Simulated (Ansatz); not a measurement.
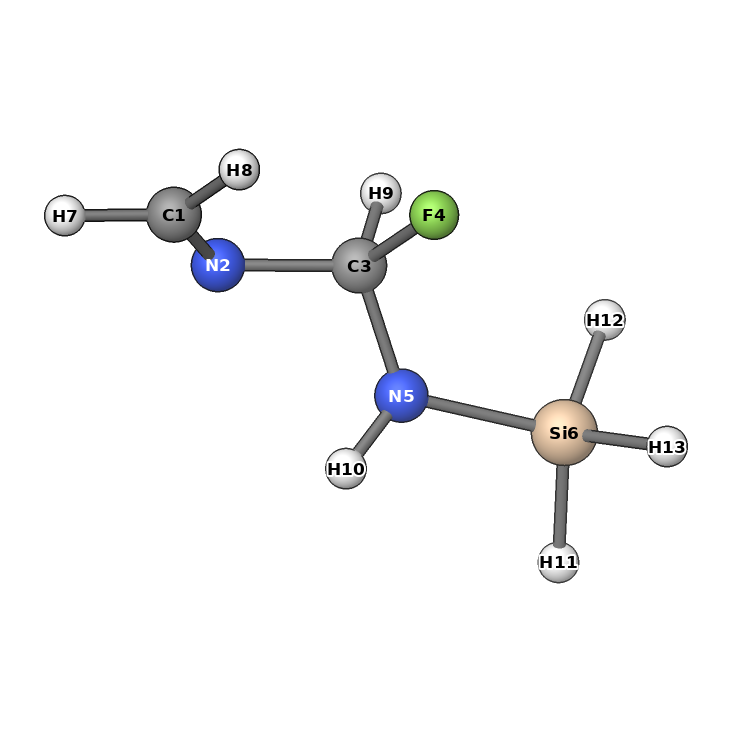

Computed geometry: PBE-D4/def2-SVP optimisation. No frequency run is at hand to confirm it as a minimum.

Give the bond lengths.

| bond | length (Å) | order |
| --- | --- | --- |
| C1–N2 | 1.276 | double |
| C1–H7 | 1.108 | single |
| C1–H8 | 1.112 | single |
| N2–C3 | 1.436 | single |
| C3–F4 | 1.432 | single |
| C3–N5 | 1.414 | single |
| C3–H9 | 1.115 | single |
| N5–Si6 | 1.759 | single |
| N5–H10 | 1.024 | single |
| Si6–H11 | 1.503 | single |
| Si6–H12 | 1.503 | single |
| Si6–H13 | 1.508 | single |
